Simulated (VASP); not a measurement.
Band structure of Li$_{2}$Se (antifluorite). All values below come from PBE GGA with D3 dispersion (Becke-Johnson damping), VASP's PBE PAW potentials (set 64) (plane waves; VASP).

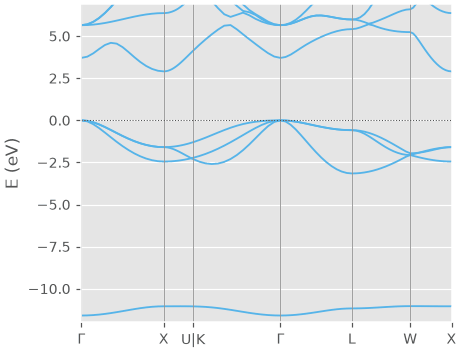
Figure. Bands along high-symmetry lines, zero at the valence-band maximum or, without a gap, the Fermi level

### Question
Read the plot: is there a gap, and where are the band edges?

### Answer
The gap is indirect, 2.91 eV, from the valence maximum at Γ to the conduction minimum at X. (Edges off the drawn lines would not show.)

The compound is Li2Se in the antifluorite structure. It was relaxed first, which changed the volume by -7 %.
